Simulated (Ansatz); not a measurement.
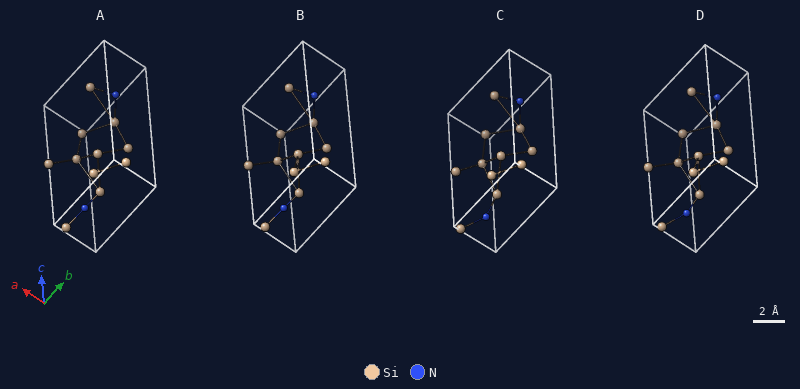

4 geometries from one relaxation of crystalline Si₅N (a generated structure, set up in P1) (coarse preliminary run), in shuffled order. The picture is a ball-and-stick view of the cell of the calculation, seen from a free direction.

Method: DFT PBE, scalar-relativistic, plane waves, PAW in Ansatz. Set-up: plane-wave cutoff 420 eV; k-point mesh 4 × 4 × 2; occupations gaussian; smearing width 0.1 eV; no spin polarisation; cell and atoms relaxed; force threshold 0.04 eV/Å; at most 70 steps.

### Put them in the order of the run, from the start to the converged end.

C, D, B, A. They are steps 0, 3, 5, 13, at +83.7 meV per atom, +46.9 meV per atom, +8.9 meV per atom relative to the last. An N atom moves most relative to the cell: 0.48 Å along [2 1 2]. Largest moves by element: N 0.48 Å, Si 0.40 Å. The volume changes by +1.9 %, with a 4.009 → 3.982 Å (−0.7 %), b 6.411 → 6.384 Å (−0.4 %), c 8.608 → 8.974 Å (+4.3 %), α 72.5° → 71.6°, β 86.2° → 81.6°, γ 83.2° → 82.4°. Among the contacts that change: N–Si 2.026 → 2.982 Å, Si–Si 3.055 → 3.803 Å, Si–Si 2.917 → 3.291 Å, Si–Si 2.705 → 3.035 Å. Among the angles between lasting bonds that change: Si–Si–N 55.9° → 90.6°, Si–Si–Si 104.7° → 124.8°, Si–N–Si 138.0° → 156.6°. The space group stays P1 (No. 1). The energy falls by 83.7 meV per atom in 10 accepted moves (13 points after the start). Largest force component: 0.88 eV/Å at the start, 0.04 eV/Å at the end. Pressure: 0.07 GPa at the start and 0.07 GPa at the end. The line search rejected the trial steps at points 7, 11 of the run. The SCF was repeated once at an unchanged geometry on a basis and grid sized afresh for the cell, which shifted the energy by 0.7 meV per atom at most.

Limits of the set-up: the k-point mesh is coarse for a cell with partly filled bands.
